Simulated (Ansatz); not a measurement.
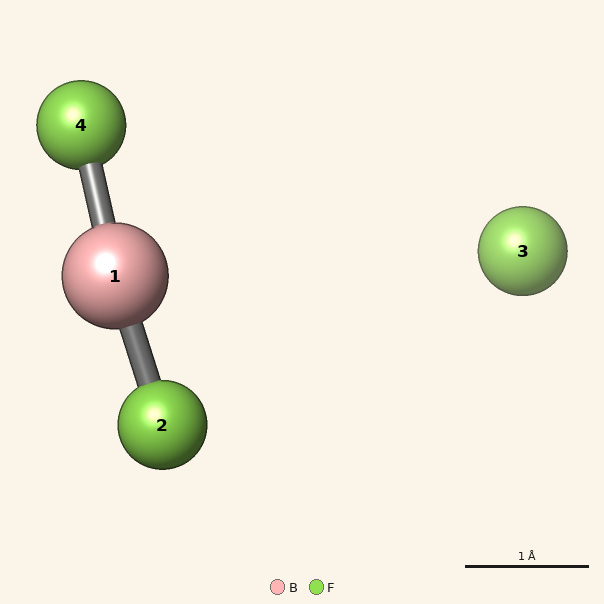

(Drawn from a calculation with Ansatz.)

Orthographic view. Distant atoms are faded towards the background colour. The species has charge +1 and is a spin doublet. Geometry: a fixed input geometry, not necessarily a minimum.

Give the distance matrix in Å.

```
atom    B1    F2    F3    F4
  B1  0.00                  
  F2  1.28  0.00            
  F3  3.72  3.66  0.00      
  F4  1.30  2.56  3.98  0.00
```
